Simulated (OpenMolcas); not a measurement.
# triplet BSiH4O2F at 5 levels

Aim: a comparison of 5 runs (UHF/3-21G, U-revPBE/def2-SVP, UPBE0/def2-SVP, USVWN5/def2-SVP, ROMP2/def2-SVP) of triplet BSiH4O2F. 

Program for the calculation: OpenMolcas 26.06.

### Step 1. The molecule

The species is BSiH4O2F (9 atoms), meant as a triplet with charge 0. SMILES of the parent species: `O[SiH2]B(O)F`. The shape is that of a PBE0-D4/def2-TZVP optimisation. This is one conformer, not always the lowest. That shape belongs to the parent species and isn't relaxed for this state.

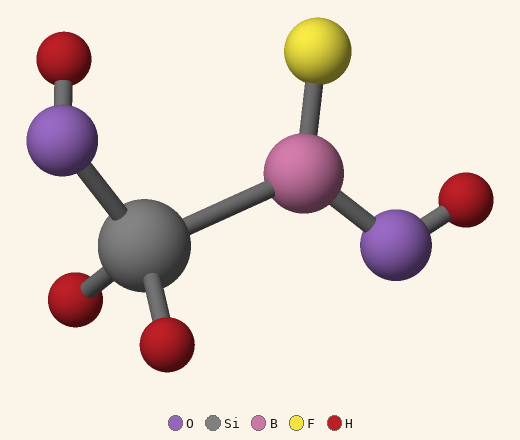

The structure, seen from a chosen angle (oxygen purple, silicon grey, boron pink, fluorine yellow, hydrogen red).

### Step 2. A single-point energy at UHF/3-21G (run 1)

test.inp reads:

```
&GATEWAY
  BasLib=$CurrDir
  Coord
  9
  angstrom
  O        1.152500       0.650100       1.703000
  Si       0.837600      -0.439800       0.500200
  B       -0.701500       0.194000      -0.670900
  O       -0.968000      -0.381600      -1.859000
  F       -1.488500       1.196900      -0.250400
  H        0.401000       1.098100       2.092900
  H        2.093300      -0.579800      -0.278100
  H        0.493300      -1.781600       1.056300
  H       -1.731300      -0.002600      -2.311100
  Basis=3-21G
  Group=NoSym

&SEWARD

&SCF
  UHF
  Spin=3
  Thresholds=1e-10 1e-07 1e-07 1e-05
  PrOrbitals=1
```

The basis set 3-21G is read from a file made from the Basis Set Exchange's data (not shown).

Command:

```
export MOLCAS_MEM=1860
pymolcas test.inp > test.log
```

What it wrote:

```text
--- Start Module: gateway ---
[...]
--- Stop Module: gateway /rc=_RC_ALL_IS_WELL_ ---
--- Start Module: seward ---
[...]
      Basis functions           57
--- Stop Module: seward /rc=_RC_ALL_IS_WELL_ ---
--- Start Module: scf ---
[...]
       Convergence after  25 Iterations
[...]
::    Total SCF energy                               -561.9777092090
[...]
      Total spin, S                                     1.0043808367
[...]
      Total electronic charge=   48.000000
      Total            charge=   -0.000000
[...]
      Dipole Moment (debye):
      Origin of the operator (angstrom)=   -0.0888    0.1658   -0.0009
                   X= -3.6544E-01               Y= -4.7557E-01               Z=  1.2563E+00           Total=  1.3921E+00
      Quadrupole Moment (debye*angstrom):
[...]
--- Stop Module: scf /rc=_RC_ALL_IS_WELL_ ---
[...]
```

It took 2.9 s on 1 thread of Intel Xeon 6975P-C (Granite Rapids), shared host; peak memory 0.39 GiB.

### Step 3. The energy at U-revPBE/def2-SVP (run 2)

calc.input reads:

```
* BFH4O2Si Kohn-Sham DFT

&gateway
 baslib=$CurrDir
 basisset
 O.def2-SVP....
 O1 1.152500 0.650100 1.703000 angstrom
 O4 -0.968000 -0.381600 -1.859000 angstrom
 End of Basis
 basisset
 Si.def2-SVP....
 Si2 0.837600 -0.439800 0.500200 angstrom
 End of Basis
 basisset
 B.def2-SVP....
 B3 -0.701500 0.194000 -0.670900 angstrom
 End of Basis
 basisset
 F.def2-SVP....
 F5 -1.488500 1.196900 -0.250400 angstrom
 End of Basis
 basisset
 H.def2-SVP....
 H6 0.401000 1.098100 2.092900 angstrom
 H7 2.093300 -0.579800 -0.278100 angstrom
 H8 0.493300 -1.781600 1.056300 angstrom
 H9 -1.731300 -0.002600 -2.311100 angstrom
 End of Basis

&seward
 gridinput
 Grid=UltraFine
 End of Grid

&scf
 uhf
 spin=3
 ksdft=revPBE
 thresholds=1e-10 1e-07 1e-07 1e-05
 prorbitals=1 1
```

The basis set def2-SVP is read from a file made from the Basis Set Exchange's data (not shown).

Command:

```
export MOLCAS_MEM=1860
pymolcas calc.input > calc.log
```

What it wrote:

```text
--- Start Module: gateway ---
[...]
--- Stop Module: gateway /rc=_RC_ALL_IS_WELL_ ---
--- Start Module: seward ---
[...]
      Basis functions           94
--- Stop Module: seward /rc=_RC_ALL_IS_WELL_ ---
[...]
--- Start Module: scf ---
[...]
       Convergence after  27 Iterations
[...]
::    Total KS-DFT energy                            -566.5286013608
[...]
      Total spin, S                                     1.0010642420
[...]
      Total electronic charge=   48.000000
      Total            charge=   -0.000000
[...]
      Dipole Moment (debye):
      Origin of the operator (angstrom)=   -0.0888    0.1658   -0.0009
                   X= -8.5407E-01               Y=  2.1101E-01               Z=  9.7590E-01           Total=  1.3139E+00
      Quadrupole Moment (debye*angstrom):
[...]
--- Stop Module: scf /rc=_RC_ALL_IS_WELL_ ---
[...]
```

Wall time 48 s (1 thread of Intel Xeon 6975P-C (Granite Rapids), shared host); peak memory 0.52 GiB.

Runs 3 to 4 aren't shown in full; the table further down has their settings and results.

### Step 4. A single-point energy at ROMP2/def2-SVP (run 5)

run.inp reads:

```
&gateway
baslib
$CurrDir
coord
9
angstrom
O        1.152500       0.650100       1.703000
Si       0.837600      -0.439800       0.500200
B       -0.701500       0.194000      -0.670900
O       -0.968000      -0.381600      -1.859000
F       -1.488500       1.196900      -0.250400
H        0.401000       1.098100       2.092900
H        2.093300      -0.579800      -0.278100
H        0.493300      -1.781600       1.056300
H       -1.731300      -0.002600      -2.311100
basis
def2-SVP
group
NoSym
&seward
&scf
uhf
spin
3
thresholds
1e-10 1e-07 1e-07 1e-05
prorbitals
1
&rasscf
fileorb
$Project.UnaOrb
spin
3
nactel
2 0 0
inactive
23
ras2
2
outorbitals
Canonical
orblisting
Nothing
&caspt2
ipea
0.0
frozen
9
```

The basis set def2-SVP is read from a file made from the Basis Set Exchange's data (not shown).

Command:

```
export MOLCAS_MEM=1860
pymolcas run.inp > run.log
```

What it wrote:

```text
--- Start Module: gateway ---
[...]
--- Stop Module: gateway /rc=_RC_ALL_IS_WELL_ ---
[...]
      Basis functions           94
[...]
       Convergence after  25 Iterations
[...]
::    Total SCF energy                               -564.7461001469
[...]
      Total spin, S                                     1.0034169191
[...]
--- Start Module: rasscf ---
[...]
      Number of active orbitals                  2
[...]
      Spin quantum number                      1.0
[...]
      Active orbitals                            2
[...]
      Number of CSFs                             1
[...]
      Number of root(s) required                 1
[...]
      Convergence after  9 iterations
[...]
      printout of CI-coefficients larger than  0.05 for root  1
      energy=    -564.742764
      conf/sym  11     Coeff  Weight
             1  uu   1.00000 1.00000
      Natural orbitals and occupation numbers for root  1
      sym 1:   1.000000   1.000000
      ************************************************************************************************************************
      *                                                    Final results                                                     *
[...]
::    RASSCF root number  1 Total energy:   -564.74276410
[...]
      Total electronic charge=   48.000000
      Total            charge=   -0.000000
[...]
      Dipole Moment (debye):
      Origin of the operator (angstrom)=   -0.0888    0.1658   -0.0009
                   X= -6.0722E-01               Y= -2.9847E-01               Z=  6.4319E-01           Total=  9.3354E-01
      Quadrupole Moment (debye*angstrom):
[...]
--- Stop Module: rasscf /rc=_RC_ALL_IS_WELL_ ---
[...]
      E2 (Variational):          -0.7310656254
      Total energy:            -565.4738297215
[...]
      Reference weight:           0.82834
[...]
::    CASPT2 Root  1     Total energy:   -565.47382972
[...]
```

Wall time 17 s (1 thread of Intel Xeon 6975P-C (Granite Rapids), shared host); peak memory 0.52 GiB.

### Step 5. All runs side by side

```csv
run,level,integration grid,frozen core orbitals,energy (Eh),dipole moment (D),HOMO energy (eV),⟨S²⟩,wall time
1,UHF/3-21G,–,–,-561.977709,1.39,-5.06,2.013,2.9 s
2,U-revPBE/def2-SVP,UltraFine,–,-566.528601,1.31,-1.68,2.003,48 s
3,UPBE0/def2-SVP,UltraFine,–,-566.264704,1.14,-2.90,2.005,48 s
4,USVWN5/def2-SVP,UltraFine,–,-563.528978,1.37,-1.69,2.002,29 s
5,ROMP2/def2-SVP,–,9,-565.473830,–,–,–,17 s
```

### Step 6. Results

```
           quantity          value
run 5: total energy  -565.47383 Eh
```

**Reading.** Over runs 1, 2, 3, 4 the dipole moment (its size) runs from 1.14 D (UPBE0/def2-SVP) to 1.39 D (UHF/3-21G). The two ends differ in method and basis. Totals of different functionals can't be ranked against each other. All runs together took 2.4 min, the longest 48 s.
